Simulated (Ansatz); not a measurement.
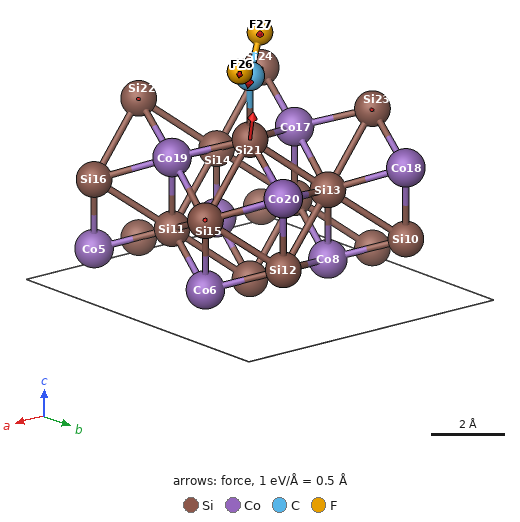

Starting geometry of a slab of composition Co$_{8}$Si$_{16}$CF$_{2}$ (cut from the Fm-3m phase) with the computed forces as red arrows. Style: ball-and-stick. Shown: the cell of the calculation, outlined in the plane, without the vacuum (origin shifted), from a free direction.

Case: 1 CF2 a cell, anchor, over a top Si site. The slab is the (1 1 1) face of CoSi2 with CF2 on it. 12 atoms are held fixed.

Computed with Ansatz 0.2.0, DFT PBE+D3(BJ), scalar-relativistic, plane waves, PAW. Settings: plane-wave cutoff 420 eV; k-point mesh 3 × 3 × 1; occupations gaussian; smearing width 0.1 eV; no spin polarisation; dipole correction; atoms relaxed in a fixed cell; force threshold 0.04 eV/Å; at most 100 steps.

Is this structure relaxed? If not, where do the atoms go?

It isn't relaxed: the largest force vector, on a Si atom, is 1.84 eV/Å. The final displacements have little in common with the starting forces (cosine between the two patterns 0.28). The atom that moves furthest is an F atom (1.86 Å at 66° to the normal (−c side)). By element the largest moves are F 1.86 Å, C 1.62 Å, Co 0.19 Å, Si 0.13 Å. The cell stays as it was. Some distances before and after: C–Co 3.526 → 1.962 Å, Co–Si 2.330 → 2.521 Å, Co–Si 2.276 → 2.392 Å, C–Si 2.080 → 1.965 Å. Bond angles that change, for instance: Si–C–F 127.0° → 115.5°, Si–Si–Co 126.7° → 132.9°, Si–Si–Co 126.7° → 131.0°. Over 15 geometry steps the energy falls by 1.073 eV per cell of the calculation. Largest force component: 1.8 eV/Å at the start, 0.015 eV/Å at the end.

Limits of the set-up: the periodic images lie only 7.5 Å apart, so the values are limited by the cell's size.
